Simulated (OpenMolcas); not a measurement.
**One shape, several levels: doublet OH**

We compute a comparison of 6 runs (ROHF/6-31G, UHF/6-31G, UPBE0/6-31G, USVWN5/6-31G, ROMP2/6-31G, ROCCSD(T)/6-31G) of doublet OH. 

The calculation is run with OpenMolcas 26.06.

**1. Starting point**

OH: 2 atoms, total charge 0, spin state doublet. SMILES of the parent species: `[OH-]`. The shape is that of a PBE0-D4/def2-TZVPD optimisation. That shape belongs to the parent species and isn't relaxed for this state.

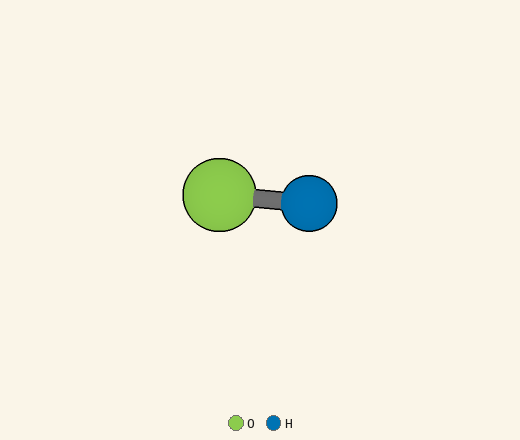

The structure, seen from a chosen angle (oxygen green, hydrogen blue).

**2. The energy at ROHF/6-31G (run 1)**

The input, step1.inp:

```
* HO Hartree-Fock

&GATEWAY
  BasLib
  $CurrDir
  Coord
  2
  bohr
  O      0.77818922    -0.24906590     0.40156680
  H     -0.77818922     0.24906590    -0.40156680
  Basis
  6-31G
  Group
  NoSym

&SEWARD

&SCF
  UHF
  Spin
  2
  PrOrbitals
  1 1

&RASSCF
  FileOrb
  $Project.UnaOrb
  Spin
  2
  Nactel
  1 0 0
  Inactive
  4
  Ras2
  1
  OutOrbitals
  Canonical
  OrbListing
  Nothing
```

The basis set 6-31G is read from a file made from the Basis Set Exchange's data (not shown).

On the command line:

```sh
$ export MOLCAS_MEM=1860
$ pymolcas step1.inp > step1.log
```

Log:

```text
--- Start Module: gateway ---
[...]
--- Stop Module: gateway /rc=_RC_ALL_IS_WELL_ ---
[...]
      Basis functions           11
[...]
--- Start Module: scf ---
[...]
       Convergence after  10 Iterations
[...]
::    Total SCF energy                                -75.3631671507
[...]
      Total spin, S                                     0.5018214595
[...]
--- Stop Module: scf /rc=_RC_ALL_IS_WELL_ ---
--- Start Module: rasscf ---
[...]
      Number of active orbitals                  1
[...]
      Spin quantum number                      0.5
[...]
      Active orbitals                            1
[...]
      Number of CSFs                             1
[...]
      Number of root(s) required                 1
[...]
      Convergence after  6 iterations
[...]
      printout of CI-coefficients larger than  0.05 for root  1
      energy=     -75.361854
      conf/sym  1     Coeff  Weight
             1  u   1.00000 1.00000
      Natural orbitals and occupation numbers for root  1
      sym 1:   1.000000
      ************************************************************************************************************************
      *                                                    Final results                                                     *
[...]
::    RASSCF root number  1 Total energy:    -75.36185393
[...]
      Total electronic charge=    9.000000
      Total            charge=   -0.000000
[...]
      Dipole Moment (debye):
      Origin of the operator (angstrom)=    0.3630   -0.1162    0.1873
                   X= -1.8344E+00               Y=  5.8712E-01               Z= -9.4662E-01           Total=  2.1461E+00
      Quadrupole Moment (debye*angstrom):
[...]
--- Stop Module: rasscf /rc=_RC_ALL_IS_WELL_ ---
[...]
```

It took 2.2 s on 1 thread of Arm Neoverse V1, shared host; peak memory 0.37 GiB.

**3. A single-point energy at UHF/6-31G (run 2)**

The input, mol.input:

```
* HO Hartree-Fock
>>> EXPORT MOLCAS_PRINT=2

&GATEWAY
 BASLIB=$CurrDir
 COORD
 2
 bohr
 O      0.77818922    -0.24906590     0.40156680
 H     -0.77818922     0.24906590    -0.40156680
 BASIS=6-31G
 GROUP=NoSym

&SEWARD

&SCF
 UHF
 SPIN=2
 THRESHOLDS=1e-10 1e-07 1e-07 1e-05
 PRORBITALS=1 1
```

The basis set 6-31G is read from a file made from the Basis Set Exchange's data (not shown).

On the command line:

```sh
$ export MOLCAS_MEM=1860
$ pymolcas mol.input > mol.log
```

Log:

```text
--- Start Module: gateway ---
[...]
--- Stop Module: gateway /rc=_RC_ALL_IS_WELL_ ---
--- Start Module: seward ---
[...]
      Basis functions           11
--- Stop Module: seward /rc=_RC_ALL_IS_WELL_ ---
--- Start Module: scf ---
[...]
       Convergence after  12 Iterations
[...]
::    Total SCF energy                                -75.3631671507
[...]
      Total spin, S                                     0.5018214615
[...]
      Total electronic charge=    9.000000
      Total            charge=   -0.000000
[...]
      Dipole Moment (debye):
      Origin of the operator (angstrom)=    0.3630   -0.1162    0.1873
                   X= -1.8334E+00               Y=  5.8680E-01               Z= -9.4609E-01           Total=  2.1449E+00
      Quadrupole Moment (debye*angstrom):
[...]
--- Stop Module: scf /rc=_RC_ALL_IS_WELL_ ---
[...]
```

Run time: 1.7 s. Hardware: 1 thread of Arm Neoverse V1, shared host; peak memory 0.37 GiB.

Runs 3 to 5 aren't shown in full; the table further down has their settings and results.

**4. A single-point energy at ROCCSD(T)/6-31G (run 6)**

The input, mol.inp:

```
&GATEWAY
  BASLIB = $CurrDir
  COORD
  2
  bohr
  O      0.77818922    -0.24906590     0.40156680
  H     -0.77818922     0.24906590    -0.40156680
  BASIS = 6-31G
  GROUP = NoSym

&SEWARD

&SCF
  UHF
  SPIN = 2
  THRESHOLDS = 1e-10 1e-07 1e-07 1e-05
  PRORBITALS = 1 1

&RASSCF
  FILEORB = $Project.UnaOrb
  SPIN = 2
  NACTEL = 1 0 0
  INACTIVE = 4
  RAS2 = 1
  OUTORBITALS = Canonical
  ORBLISTING = Nothing

&MOTRA
  JOBIPH
  FROZEN = 1

&CCSDT
  CCT
  TRIPLES = 3
  ITERATIONS = 80
  ACCURACY = 1e-08
  EXTRAPOLATION = 5 4
```

The basis set 6-31G is read from a file made from the Basis Set Exchange's data (not shown).

On the command line:

```sh
$ export MOLCAS_MEM=1860
$ pymolcas mol.inp > mol.log
```

Log:

```text
--- Start Module: gateway ---
[...]
--- Stop Module: gateway /rc=_RC_ALL_IS_WELL_ ---
[...]
      Basis functions           11
[...]
       Convergence after  12 Iterations
[...]
::    Total SCF energy                                -75.3631671507
[...]
      Total spin, S                                     0.5018214615
[...]
      Number of active orbitals                  1
[...]
      Spin quantum number                      0.5
[...]
      Active orbitals                            1
[...]
      Number of CSFs                             1
[...]
      Number of root(s) required                 1
[...]
      Convergence after  6 iterations
[...]
      printout of CI-coefficients larger than  0.05 for root  1
      energy=     -75.361854
      conf/sym  1     Coeff  Weight
             1  u   1.00000 1.00000
      Natural orbitals and occupation numbers for root  1
      sym 1:   1.000000
      ************************************************************************************************************************
      *                                                    Final results                                                     *
[...]
::    RASSCF root number  1 Total energy:    -75.36185393
[...]
      Total electronic charge=    9.000000
      Total            charge=   -0.000000
[...]
      Dipole Moment (debye):
      Origin of the operator (angstrom)=    0.3630   -0.1162    0.1873
                   X= -1.8344E+00               Y=  5.8712E-01               Z= -9.4661E-01           Total=  2.1461E+00
      Quadrupole Moment (debye*angstrom):
[...]
--- Start Module: motra ---
[...]
      *** WARNING: Default frozen orbitals is overwritten by user input.
      *** Default values:   1
[...]
--- Stop Module: motra /rc=_RC_ALL_IS_WELL_ ---
--- Start Module: ccsdt ---
[...]
      Convergence after                    11  Iterations
      Total energy (diff) :     -75.46080154      -0.00000001
[...]
 METHOD                       : CCSD+T(CCSD)+<T3(1)WT1>+<T3(1)UT2> = CCSD(T)
[...]
       CCSD     =       -75.4608015354812
[...]
--- Stop Module: ccsdt /rc=_RC_ALL_IS_WELL_ ---
[...]
```

Run time: 2.4 s. Hardware: 1 thread of Arm Neoverse V1, shared host; peak memory 0.37 GiB.

**5. All runs side by side**

| run | level | SCF convergence threshold | integration grid | frozen core orbitals | energy (Eh) | dipole moment (D) | wall time |
| --- | --- | --- | --- | --- | --- | --- | --- |
| 1 | ROHF/6-31G | – | – | – | -75.361854 | 2.15 | 2.2 s |
| 2 | UHF/6-31G | 1e-10 | – | – | -75.363167 | 2.14 | 1.7 s |
| 3 | UPBE0/6-31G | 1e-10 | UltraFine | – | -75.626690 | 2.02 | 3 s |
| 4 | USVWN5/6-31G | 1e-10 | UltraFine | – | -75.134704 | 2.03 | 2.8 s |
| 5 | ROMP2/6-31G | 1e-10 | – | 1 | -75.453335 | – | 2.4 s |
| 6 | ROCCSD(T)/6-31G | 1e-10 | – | 1 | -75.461343 | – | 2.4 s |

**6. Summary of results**

```
             quantity         value
  run 6: total energy  -75.46134 Eh
run 6: (T) correction     -0.54 mEh
```

**Reading.** Among the runs that give it from their own density at one geometry, the dipole moment runs from 2.02 D (UPBE0/6-31G) to 2.15 D (ROHF/6-31G). Totals of different functionals can't be ranked against each other. All runs together took 14 s, the longest 3 s.
